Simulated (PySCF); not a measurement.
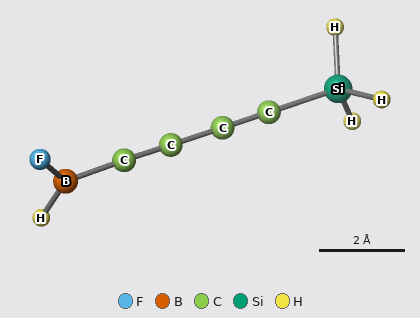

Figure 1. The input geometry (ball-and-stick view, seen at a tilt).

## Excited-state calculation, with input and output: C$_{4}$H$_{4}$BFSi

The run: excited-state calculation of C$_{4}$H$_{4}$BFSi, SMILES FBC#CC#C[SiH3]. Method and program: TDDFT PBE0/aug-cc-pVDZ, vertical, gas phase, core orbitals frozen in the response (PySCF 2.14.0).

The geometry comes from this level: PBE0-D3(BJ)/def2-SVP.

**What the program printed**
```
coarse grid: 10624 points
cycle   1  E = -568.4720848381  dE =  7.771e-01  |g| = 4.629e-01  |ddm| = 8.276e+01
cycle   2  E = -568.4387602221  dE =  3.332e-02  |g| = 6.610e-01  |ddm| = 7.977e+00
cycle   3  E = -568.5138063266  dE = -7.505e-02  |g| = 9.460e-02  |ddm| = 3.290e+00
cycle   4  E = -568.5152976322  dE = -1.491e-03  |g| = 5.672e-02  |ddm| = 1.841e+00
cycle   5  E = -568.5160930872  dE = -7.955e-04  |g| = 2.057e-02  |ddm| = 7.486e-01
cycle   6  E = -568.5161911984  dE = -9.811e-05  |g| = 1.711e-03  |ddm| = 1.779e-01
cycle   7  E = -568.5161921521  dE = -9.537e-07  |g| = 2.995e-04  |ddm| = 4.910e-02
final grid: 101064 points
cycle   8  E = -568.5308229997  dE = -2.953e-05  |g| = 3.289e-03  |ddm| = 5.724e-01
cycle   9  E = -568.5308233455  dE = -3.458e-07  |g| = 3.152e-03  |ddm| = 1.647e-01
cycle  10  E = -568.5308259888  dE = -2.643e-06  |g| = 1.443e-03  |ddm| = 3.969e-02
cycle  11  E = -568.5308265927  dE = -6.039e-07  |g| = 2.484e-04  |ddm| = 2.072e-02
cycle  12  E = -568.5308266090  dE = -1.625e-08  |g| = 6.577e-05  |ddm| = 5.474e-03
cycle  13  E = -568.5308266094  dE = -4.020e-10  |g| = 5.092e-05  |ddm| = 1.759e-03
cycle  14  E = -568.5308266100  dE = -6.328e-10  |g| = 1.281e-05  |ddm| = 3.810e-04
```

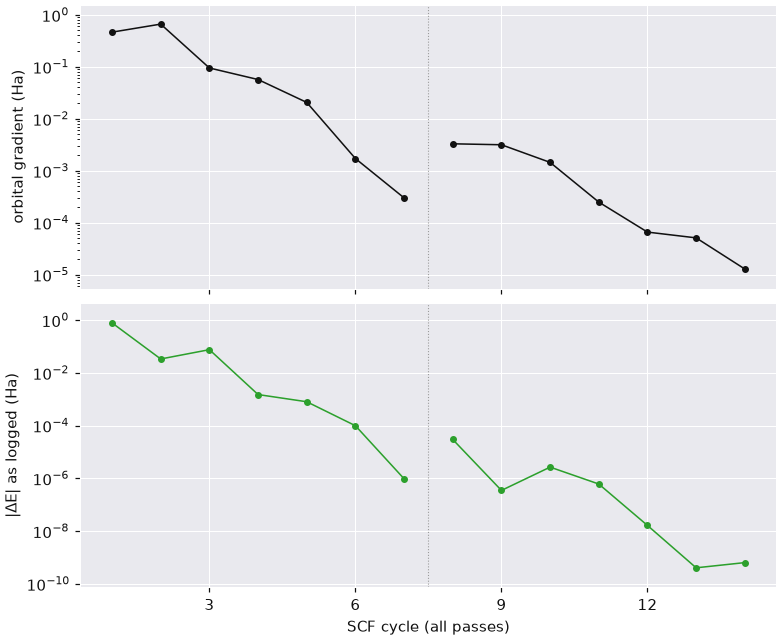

Figure 2. Convergence of the self-consistent field: orbital gradient and size of the energy change against the SCF cycle. The dotted line marks the change from a coarse to the final integration grid. The first 7 cycles use a coarse grid, the final grid takes over at cycle 8, and the field converges after 14 cycles in all.

```
converged SCF energy = -568.5308266100

Static polarisability (au): isotropic 107.411, principal 60.994 64.808 196.433

Singlet excitations
state   eV       nm        f      main configurations
  1   3.4571    358.6   0.00002   H->L 0.98
  2   4.1346    299.9   0.05417   H-1->L 0.65, H->L+1 0.34
  3   4.6277    267.9   0.00000   H-1->L+1 0.98
  4   5.7971    213.9   0.00353   H-2->L 0.78, H->L+3 0.12
  5   6.0932    203.5   0.00946   H-4->L 0.69, H-5->L 0.13, H->L+3 0.11
  6   6.1027    203.2   1.60532   H->L+1 0.47, H-1->L 0.27, H-1->L+3 0.16
  7   6.4329    192.7   0.00030   H->L+3 0.71, H-4->L 0.12, H-2->L 0.12
  8   6.4620    191.9   0.00554   H-3->L 0.67, H-2->L+1 0.13, H-6->L 0.09
  9   6.6508    186.4   0.00029   H->L+2 0.88, H->L+4 0.09
 10   6.8991    179.7   0.00114   H-1->L+2 0.86, H-1->L+4 0.09

Triplet excitations (Tamm-Dancoff, eV): 3.0468 3.1582 3.6191 4.3131
```

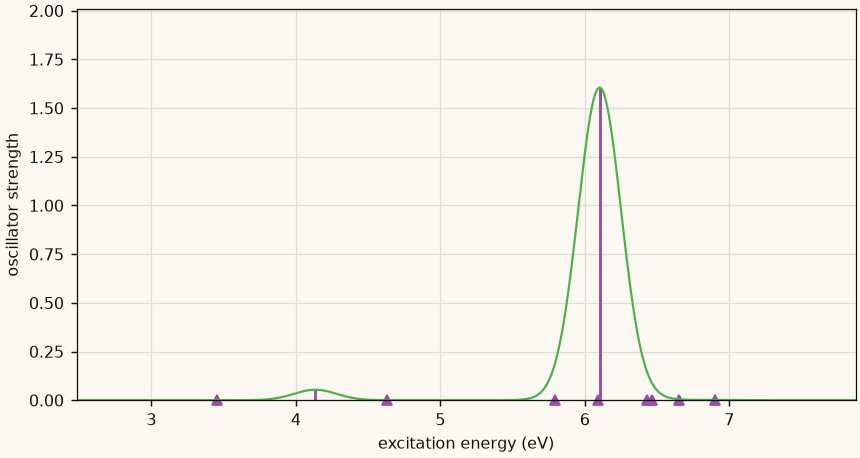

Figure 3. Computed excitations as sticks (degenerate states added up, dark ones marked on the axis), with a Gaussian envelope of 0.35 eV full width at half maximum, scaled to the tallest. Of the 10 states the lowest lies at 3.46 eV (f = 0.000); the strongest line is at 6.10 eV, or 203 nm (f = 1.605).

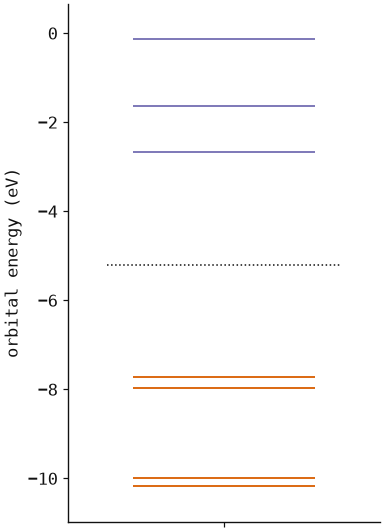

Figure 4. Orbital energies near the frontier; the dotted line parts filled from empty levels, and levels within 0.02 eV of each other stand side by side. Highest filled −7.74 eV, lowest empty −2.67 eV, 5.07 eV apart.

The run was set up as follows.

**Input**
```
{"job": {"kind": "uv", "xc": "PBE0", "basis": "aug-cc-pVDZ"}, "charge": 0, "multiplicity": 1}
F      4.428930     0.174052     1.619046
B      3.819793     0.359825     0.462368
C      2.309508     0.192547     0.354625
C      1.100671     0.057459     0.187847
C     -0.241594    -0.100313     0.001296
C     -1.446390    -0.247336    -0.175225
Si    -3.248703    -0.474167    -0.441351
H      4.491205     0.657723    -0.495754
H     -3.617277    -1.868329    -0.063775
H     -3.567318    -0.235354    -1.877813
H     -3.988567     0.498128     0.412494
```

The first line tells a small driver script what to run in PySCF; the rest is the geometry in Å.

Launch command:
```bash
OMP_NUM_THREADS=1 python <driver script> task.json out
```

**Summary**

```csv
quantity,value
outcome,converged
total energy,−568.530827 hartree
HOMO,−7.74 eV
LUMO,−2.67 eV
dipole moment,2.01 D
mean polarisability,107.41 a.u.
lowest singlet excitation,3.46 eV
hardware,"1 CPU thread, shared host"
wall time,27 s
peak memory,0.8 GiB
```
